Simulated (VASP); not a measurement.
Band structure of Se (space group P2_12_12). All values below come from LDA (Ceperley-Alder, Perdew-Zunger), VASP's LDA PAW potentials (set 64) (plane waves; VASP).

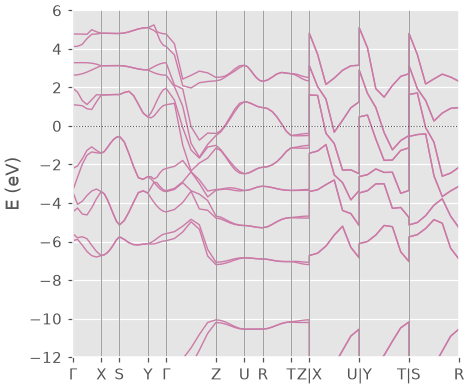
Bands along high-symmetry lines, zero at the valence-band maximum or, without a gap, the Fermi level

Q: Read the plot: is there a gap, and where are the band edges?

A: It has no gap at this level: it comes out as a metal or semimetal. (Edges off the drawn lines would not show.)

The structure comes from a computed database's Se entry (P2_12_12); how it stands against other phases isn't given here. It was relaxed first, which changed the volume by -14 %.
